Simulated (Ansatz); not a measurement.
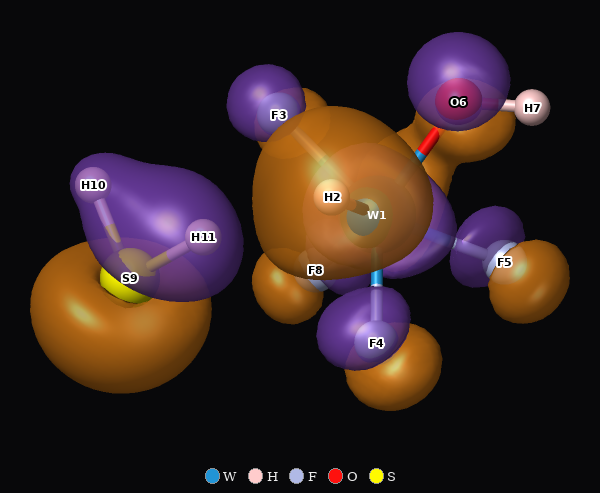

Figure. F4H2OW···H2S. The HOMO−1 at ±0.08 Å⁻³ᐟ² (orange and purple are the two phases), seen at a tilt.

Core potentials replace the inner electrons of W; not at a stationary point (largest force 1.0 eV/Å).

Theory: RKS BHLYP/def2-SVP in Ansatz 0.2.0.

```yaml
atoms:
  - { symbol: W, position_ang: [-0.0098, -0.2339, 0.0101] }
  - { symbol: H, position_ang: [0.4838, 0.0554, 1.6162] }
  - { symbol: F, position_ang: [1.8051, -0.5796, -0.1042] }
  - { symbol: F, position_ang: [-1.0272, 1.1971, 0.5965] }
  - { symbol: F, position_ang: [-1.6878, -0.7414, -0.6669] }
  - { symbol: O, position_ang: [-0.0667, -2.0240, 0.5195] }
  - { symbol: H, position_ang: [-0.8894, -2.5184, 0.4742] }
  - { symbol: F, position_ang: [0.3435, 0.6952, -1.5524] }
  - { symbol: S, position_ang: [2.0522, 2.4234, 1.3445] }
  - { symbol: H, position_ang: [3.1654, 1.6906, 1.1781] }
  - { symbol: H, position_ang: [1.5104, 1.5045, 2.2125] }
```

Where does this orbital lie, and at what energy?

It lies mainly on H2 (about 25 %), W1 (about 25 %), S9 (about 20 %) and F4 (about 5 %). Its energy is −11.15 eV.
